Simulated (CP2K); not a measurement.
# GFN1-xTB run of SiNH4ClO (SMILES N[SiH](O)Cl)

What is the vertical ionisation energy of SiNH4ClO at GFN1-xTB? 

Program for the calculation: CP2K 2026.2.

3 further runs of the same task are left out: 3 set aside as unsound or not needed.

## Step 1: The system as given

SiNH4ClO has 8 atoms, charge 0, and is taken as a singlet. As SMILES, `N[SiH](O)Cl`. The coordinates come from a PBE0-D4/def2-TZVP relaxation. This is one conformer, not always the lowest.

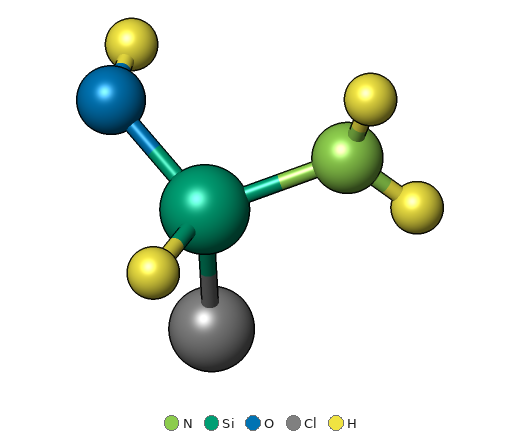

Viewed from a chosen angle; nitrogen green, silicon teal, oxygen blue, chlorine grey, hydrogen yellow.

## Step 2: A single-point energy at GFN1-xTB

run.inp

```
&FORCE_EVAL
    METHOD Quickstep
    &DFT
        CHARGE 0
        MULTIPLICITY 1
        &QS
            METHOD XTB
            EPS_DEFAULT 1.0E-10
            &XTB
                GFN_TYPE TBLITE
                &TBLITE
                    METHOD GFN1
                &END TBLITE
                CHECK_ATOMIC_CHARGES F
            &END XTB
        &END QS
        &POISSON
            PERIODIC NONE
            POISSON_SOLVER ANALYTIC
        &END POISSON
        &SCF
            SCF_GUESS ATOMIC
            EPS_SCF 1.0E-07
            MAX_SCF 150
            ADDED_MOS 2
            &DIAGONALIZATION
                ALGORITHM STANDARD
            &END DIAGONALIZATION
            &MIXING
                METHOD DIRECT_P_MIXING
                ALPHA 0.4
            &END MIXING
            &SMEAR ON
                METHOD FERMI_DIRAC
                ELECTRONIC_TEMPERATURE [K] 300
            &END SMEAR
        &END SCF
        &PRINT
            &MOMENTS
                PERIODIC F
                REFERENCE COM
                MAX_MOMENT 1
            &END MOMENTS
            &MO ON
                ENERGIES T
                OCCUPATION_NUMBERS T
                NDIGITS 6
                &EACH
                    QS_SCF 0
                &END EACH
                ADD_LAST NUMERIC
            &END MO
            &HIRSHFELD OFF
            &END HIRSHFELD
        &END PRINT
    &END DFT
    &SUBSYS
        &CELL
            ABC [angstrom] 19.1 19.4 19.3
            PERIODIC NONE
        &END CELL
        &COORD
            SCALED T
            N    0.44295550   0.54382474   0.48088601
            Si   0.50966754   0.48651546   0.48988601
            O    0.51107592   0.45377835   0.56772021
            Cl   0.49127487   0.41355670   0.41467358
            H    0.41848429   0.54961856   0.43509845
            H    0.43996597   0.58644330   0.51052332
            H    0.58151571   0.51246392   0.47987047
            H    0.46757853   0.43625773   0.58532642
        &END COORD
    &END SUBSYS
&END FORCE_EVAL

&GLOBAL
    PROJECT run
    RUN_TYPE ENERGY
    PRINT_LEVEL MEDIUM
&END GLOBAL
```

Launch:

```
OMP_NUM_THREADS=1 cp2k.psmp -i run.inp -o run.out
```

What it wrote:

```text
CP2K| version string:                                       CP2K version 2026.2
[...]
 GLOBAL| Method name                                                        CP2K
[...]
 GLOBAL| Run type                                                         ENERGY
[...]
                             - Atoms:                                          8
[...]
                             - Spherical basis functions:                     34
[...]
 Number of electrons:                                                         26
[...]
  *** SCF run converged in    15 steps ***
[...]
  Fermi energy:                                                -0.16273304364992
[...]
 TB_DIPOLE| Moment [Debye]         -1.56149006       1.42566485       0.46899838
 TB_DIPOLE| Derivative [a.u.]       0.00000000       0.00000000       0.00000000
[...]
 ENERGY| Total FORCE_EVAL ( QS ) energy [hartree]            -16.353405948217876
[...]
```

Wall time 0.24 s (1 thread of Arm Neoverse V2, shared host).

## Step 3: The doublet cation at the same level

qs.inp

```
&GLOBAL
  PROJECT_NAME qs
  RUN_TYPE ENERGY
  PRINT_LEVEL MEDIUM
&END GLOBAL

&FORCE_EVAL
  METHOD Quickstep
  &DFT
    CHARGE 1
    MULTIPLICITY 2
    UKS T
    &QS
      METHOD XTB
      EPS_DEFAULT 1.0E-10
      &XTB
        GFN_TYPE TBLITE
        &TBLITE
          METHOD GFN1
        &END TBLITE
        CHECK_ATOMIC_CHARGES F
      &END XTB
    &END QS
    &POISSON
      PERIODIC NONE
      POISSON_SOLVER ANALYTIC
    &END POISSON
    &SCF
      SCF_GUESS ATOMIC
      EPS_SCF 1.0E-07
      MAX_SCF 150
      ADDED_MOS 2
      &DIAGONALIZATION
        ALGORITHM STANDARD
      &END DIAGONALIZATION
      &MIXING
        METHOD DIRECT_P_MIXING
        ALPHA 0.4
      &END MIXING
      &SMEAR ON
        METHOD FERMI_DIRAC
        ELECTRONIC_TEMPERATURE [K] 300
        FIXED_MAGNETIC_MOMENT 1.0
      &END SMEAR
    &END SCF
    &PRINT
      &MOMENTS
        PERIODIC F
        REFERENCE COM
        MAX_MOMENT 1
      &END MOMENTS
      &MO ON
        ENERGIES T
        OCCUPATION_NUMBERS T
        NDIGITS 6
        &EACH
          QS_SCF 0
        &END EACH
        ADD_LAST NUMERIC
      &END MO
      &HIRSHFELD OFF
      &END HIRSHFELD
    &END PRINT
  &END DFT
  &SUBSYS
    &CELL
      ABC 19.1 19.4 19.3
      PERIODIC NONE
    &END CELL
    &COORD
      SCALED T
      N    0.44295550   0.54382474   0.48088601
      Si   0.50966754   0.48651546   0.48988601
      O    0.51107592   0.45377835   0.56772021
      Cl   0.49127487   0.41355670   0.41467358
      H    0.41848429   0.54961856   0.43509845
      H    0.43996597   0.58644330   0.51052332
      H    0.58151571   0.51246392   0.47987047
      H    0.46757853   0.43625773   0.58532642
    &END COORD
  &END SUBSYS
&END FORCE_EVAL
```

Launch:

```
OMP_NUM_THREADS=1 cp2k.psmp -i qs.inp -o qs.out
```

What it wrote:

```text
CP2K| version string:                                       CP2K version 2026.2
[...]
 GLOBAL| Method name                                                        CP2K
[...]
 GLOBAL| Run type                                                         ENERGY
[...]
                             - Atoms:                                          8
[...]
                             - Spherical basis functions:                     34
[...]
 Number of electrons:                                                         13
[...]
  *** SCF run converged in    24 steps ***
[...]
  Fermi energy:                                                -0.51253945523068
[...]
 TB_DIPOLE| Moment [Debye]         -1.56055811       3.42111137       0.06371905
 TB_DIPOLE| Derivative [a.u.]       0.00000000       0.00000000       0.00000000
[...]
 ENERGY| Total FORCE_EVAL ( QS ) energy [hartree]            -15.820302455982031
[...]
```

It took 0.26 s on 1 thread of Arm Neoverse V2, shared host.

## Step 4: Results

At GFN1-xTB:

| quantity | value |
| --- | --- |
| singlet SiNH4ClO: total energy | -16.35341 Eh |
| singlet SiNH4ClO: dipole moment (from atomic charges alone) | 2.17 D |
| singlet SiNH4ClO: HOMO energy | -11.22 eV |
| singlet SiNH4ClO: LUMO energy | -3.53 eV |
| singlet SiNH4ClO: HOMO–LUMO gap | 7.69 eV |
| singlet SiNH4ClO: dispersion energy | -6.72 kJ/mol |
| doublet cation: total energy | -15.82030 Eh |
| doublet cation: HOMO energy (highest over α and β) | -17.72 eV |
| doublet cation: LUMO energy (lowest over α and β) | -17.51 eV |
| doublet cation: dispersion energy | -6.72 kJ/mol |
| vertical ionisation energy (to the doublet cation) | 14.506 eV |

**Reading.** Removing an electron at fixed nuclei costs 14.51 eV (335 kcal/mol). xTB total energies overstate such differences by several eV unless an empirical shift is taken off; none is applied here. The dipole (singlet SiNH4ClO) comes from point charges on the atoms alone, without atomic dipoles, so it is partial.
